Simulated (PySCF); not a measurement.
# BSiH4 (SMILES B[SiH2]): ROCCSD(T)/STO-3G

Aim: the vertical doublet–quartet gap of BSiH4 at ROCCSD(T)/STO-3G, from 2 runs. 

Program for the calculation: PySCF 2.14.0.

12 further runs of the same task are left out: 2 that didn't finish, 10 set aside as unsound or not needed.

### 1 Starting point

BSiH4: 6 atoms, total charge 0, spin state doublet. SMILES: `B[SiH2]`. The coordinates come from a GFN2-xTB relaxation.

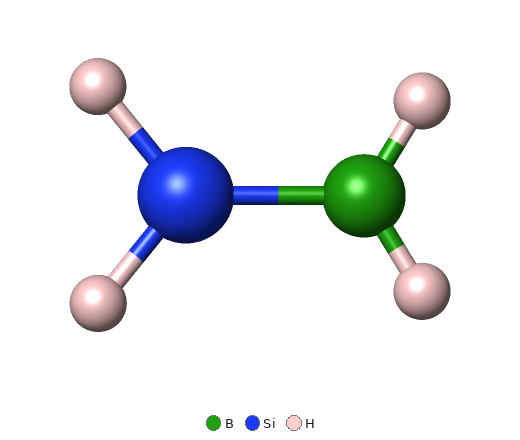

Viewed from a chosen angle; boron green, silicon blue, hydrogen pink.

### 2 A single-point energy at ROCCSD(T)/STO-3G

Contents of mol.xyz:

```xyz
6
BH4Si
B     -0.003690    -1.037180     0.114670
Si     0.004430     0.829590    -0.091960
H     -0.730970    -1.564260     0.876300
H      0.717450    -1.725110    -0.512520
H      0.828120     1.658960    -0.988060
H     -0.815330     1.838000     0.601560
```

Contents of calc.py:

```python
# B[SiH2]
from pyscf import gto, cc

system = gto.M(
    atom='mol.xyz',
    basis='sto-3g',
    spin=1,
    verbose=4,
    max_memory=1860,
)

mf = system.ROHF()
mf.conv_tol = 1e-10
mf.kernel()
if not mf.converged:
    mf = mf.newton().run(mf.mo_coeff, mf.mo_occ)

mycc = cc.CCSD(mf, frozen=6)
mycc.kernel()
e_t = mycc.ccsd_t()
energy = mycc.e_tot + e_t
print('Final energy', energy)
```

Run with:

```console
$ OMP_NUM_THREADS=1 python calc.py
```

Log:

```text
PySCF version 2.14.0

[INPUT] num. atoms = 6
[INPUT] num. electrons = 23
[INPUT] charge = 0
[INPUT] spin (= nelec alpha-beta = 2S) = 1
[INPUT] symmetry False subgroup None
[INPUT] Mole.unit = angstrom
[INPUT] Symbol           X                Y                Z      unit          X                Y                Z       unit  Magmom
[INPUT]  1 B     -0.003690000000  -1.037180000000   0.114670000000 AA   -0.006973089400  -1.959986141876   0.216694894704 Bohr   0.0
[INPUT]  2 Si     0.004430000000   0.829590000000  -0.091960000000 AA    0.008371486732   1.567697895678  -0.173779214415 Bohr   0.0
[INPUT]  3 H     -0.730970000000  -1.564260000000   0.876300000000 AA   -1.381333105273  -2.956022987612   1.655967002956 Bohr   0.0
[INPUT]  4 H      0.717450000000  -1.725110000000  -0.512520000000 AA    1.355784008069  -3.259985434748  -0.968522433362 Bohr   0.0
[INPUT]  5 H      0.828120000000   1.658960000000  -0.988060000000 AA    1.564919998275   3.134980051608  -1.867162794638 Bohr   0.0
[INPUT]  6 H     -0.815330000000   1.838000000000   0.601560000000 AA   -1.540750401142   3.473316616951   1.136783647493 Bohr   0.0

nuclear repulsion = 42.6065512049856
number of shells = 12
number of NR pGTOs = 54
number of NR cGTOs = 18
basis = sto-3g
ecp = {}

******** <class 'pyscf.scf.rohf.ROHF'> ********
method = ROHF
initial guess = minao
damping factor = 0
level_shift factor = 0
DIIS = <class 'pyscf.scf.diis.CDIIS'>
diis_start_cycle = 1
diis_space = 8
diis_damp = 0
SCF conv_tol = 1e-10
SCF conv_tol_grad = None
SCF max_cycles = 50
direct_scf = True
direct_scf_tol = 1e-13
num. doubly occ = 11  num. singly occ = 1
Set gradient conv threshold to 1e-05
init E= -311.858052891911
  HOMO = -0.0398696574567096  LUMO = 0.190254040512028  gap/eV = 6.26198
cycle= 1 E= -312.190831356754  delta_E= -0.333  |g|= 0.17  |ddm|= 1.85
  HOMO = -0.0178463508523399  LUMO = 0.311950537973173  gap/eV = 8.97423
cycle= 2 E= -312.208271226284  delta_E= -0.0174  |g|= 0.0538  |ddm|= 0.266
  HOMO = -0.00940583346899282  LUMO = 0.310521444511528  gap/eV = 8.70566
cycle= 3 E= -312.210567522808  delta_E= -0.0023  |g|= 0.0123  |ddm|= 0.106
  HOMO = -0.00864692389648047  LUMO = 0.314870736298753  gap/eV = 8.80336
cycle= 4 E= -312.210990127595  delta_E= -0.000423  |g|= 0.0101  |ddm|= 0.0502
  HOMO = -0.00679816218248874  LUMO = 0.31200464545107  gap/eV = 8.67507
cycle= 5 E= -312.211174683756  delta_E= -0.000185  |g|= 0.00248  |ddm|= 0.0451
  HOMO = -0.0056407718334831  LUMO = 0.312017541221536  gap/eV = 8.64392
cycle= 6 E= -312.211185798311  delta_E= -1.11e-05  |g|= 0.000146  |ddm|= 0.0137
  HOMO = -0.00561474963479791  LUMO = 0.311873438406261  gap/eV = 8.63929
cycle= 7 E= -312.211185810221  delta_E= -1.19e-08  |g|= 1.99e-05  |ddm|= 0.000288
  HOMO = -0.00562873364144933  LUMO = 0.311887538398608  gap/eV = 8.64006
cycle= 8 E= -312.211185810409  delta_E= -1.88e-10  |g|= 1.09e-06  |ddm|= 4.05e-05
  HOMO = -0.00562789949125175  LUMO = 0.311886755477787  gap/eV = 8.64001
cycle= 9 E= -312.21118581041  delta_E= -1.02e-12  |g|= 1.71e-07  |ddm|= 2.16e-06
  HOMO = -0.0056279738997711  LUMO = 0.311886845602719  gap/eV = 8.64002
Extra cycle  E= -312.21118581041  delta_E= 5.68e-14  |g|= 9.63e-08  |ddm|= 3.76e-07
converged SCF energy = -312.21118581041

WARN: RCCSD method does not support ROHF method. ROHF object is converted to UHF object and UCCSD method is called.

******** <class 'pyscf.cc.uccsd.UCCSD'> ********
CC2 = 0
CCSD nocc = (np.int64(6), np.int64(5)), nmo = (12, 12)
frozen orbitals 6
max_cycle = 50
direct = 0
conv_tol = 1e-07
conv_tol_normt = 1e-06
diis_space = 6
diis_start_cycle = 0
diis_start_energy_diff = 1e+09
Init t2, MP2 energy = -0.0702349569047195
Init E_corr(UCCSD) = -0.0711115327633891
cycle = 1  E_corr(UCCSD) = -0.0911194806334549  dE = -0.0200079479  norm(t1,t2) = 0.0640289
cycle = 2  E_corr(UCCSD) = -0.0979409333855022  dE = -0.00682145275  norm(t1,t2) = 0.0277975
cycle = 3  E_corr(UCCSD) = -0.102620293484542  dE = -0.0046793601  norm(t1,t2) = 0.0140516
cycle = 4  E_corr(UCCSD) = -0.102433450861141  dE = 0.000186842623  norm(t1,t2) = 0.00396587
cycle = 5  E_corr(UCCSD) = -0.102441660913268  dE = -8.21005213e-06  norm(t1,t2) = 0.000978426
cycle = 6  E_corr(UCCSD) = -0.102436029984059  dE = 5.63092921e-06  norm(t1,t2) = 0.000341308
cycle = 7  E_corr(UCCSD) = -0.102428399097181  dE = 7.63088688e-06  norm(t1,t2) = 0.000113895
cycle = 8  E_corr(UCCSD) = -0.102430275993534  dE = -1.87689635e-06  norm(t1,t2) = 3.54033e-05
cycle = 9  E_corr(UCCSD) = -0.102430742711558  dE = -4.66718023e-07  norm(t1,t2) = 1.4458e-05
cycle = 10  E_corr(UCCSD) = -0.102430158750934  dE = 5.83960624e-07  norm(t1,t2) = 4.64206e-06
cycle = 11  E_corr(UCCSD) = -0.102429880411985  dE = 2.78338949e-07  norm(t1,t2) = 1.42228e-06
cycle = 12  E_corr(UCCSD) = -0.102429848615221  dE = 3.17967636e-08  norm(t1,t2) = 5.16922e-07
UCCSD converged
E(UCCSD) = -312.3136156590248  E_corr = -0.1024298486152215
UCCSD(T) correction = -0.00107786507894403
Final energy -312.3146935241038
```

It took 0.79 s on 1 thread of Intel Xeon Platinum 8488C (Sapphire Rapids), shared host; peak memory 0.12 GiB.

### 3 The quartet, same level

Contents of job.py:

```python
from pyscf import gto, cc

mol = gto.M(
    atom='''
B     -0.006973    -1.959986     0.216695
Si     0.008371     1.567698    -0.173779
H     -1.381333    -2.956023     1.655967
H      1.355784    -3.259985    -0.968522
H      1.564920     3.134980    -1.867163
H     -1.540750     3.473317     1.136784
''',
    unit='bohr',
    basis='sto-3g',
    spin=3,
    max_memory=1860,
    verbose=3,
)

mf = mol.ROHF()
mf.conv_tol = 1e-10
mf.kernel()
if not mf.converged:
    mf = mf.newton().run(mf.mo_coeff, mf.mo_occ)

mycc = cc.CCSD(mf, frozen=6)
mycc.kernel()
e_t = mycc.ccsd_t()
energy = mycc.e_tot + e_t
print('E(%s) = %.9f' % ('CCSD(T)', energy))
```

Run with:

```console
$ OMP_NUM_THREADS=1 python job.py
```

Log:

```text
converged SCF energy = -311.968885306182

WARN: RCCSD method does not support ROHF method. ROHF object is converted to UHF object and UCCSD method is called.

E(UCCSD) = -312.0606039690946  E_corr = -0.09171866291254589
UCCSD(T) correction = -0.00073429369489538
E(CCSD(T)) = -312.061338263
```

Wall time 0.78 s (1 thread of Intel Xeon Platinum 8488C (Sapphire Rapids), shared host); peak memory 0.12 GiB.

### 4 Summary of results

Level: ROCCSD(T)/STO-3G, 6 core orbitals frozen.

| quantity | value |
| --- | --- |
| doublet: total energy | -312.31469 Eh |
| doublet: dipole moment (Hartree–Fock density) | 0.69 D |
| doublet: correlation energy (6 core orbitals frozen) | -103.5 mEh |
| doublet: (T) correction | -1.08 mEh |
| doublet: ⟨S²⟩ of the reference determinant | 0.750 |
| doublet: T1 diagnostic | 0.017 |
| quartet: total energy | -312.06134 Eh |
| quartet: dipole moment (Hartree–Fock density) | 2.15 D |
| quartet: correlation energy (6 core orbitals frozen) | -92.5 mEh |
| quartet: (T) correction | -0.73 mEh |
| quartet: ⟨S²⟩ of the reference determinant | 3.750 |
| quartet: T1 diagnostic | 0.015 |
| vertical energy of the quartet above the doublet | 6.894 eV |

**Reading.** At this shape the quartet lies 6.89 eV (159 kcal/mol) above the doublet. In a minimal basis such a difference can be off by several eV, whatever the method. Mulliken charges (doublet) of the mean-field density run from -0.15 on H6 to +0.45 on Si2. The triples (doublet) make up 1.0 % of the correlation energy. Mulliken charges (quartet) of the mean-field density run from -0.23 on B1 to +0.52 on Si2. The triples (quartet) make up 0.8 % of the correlation energy.
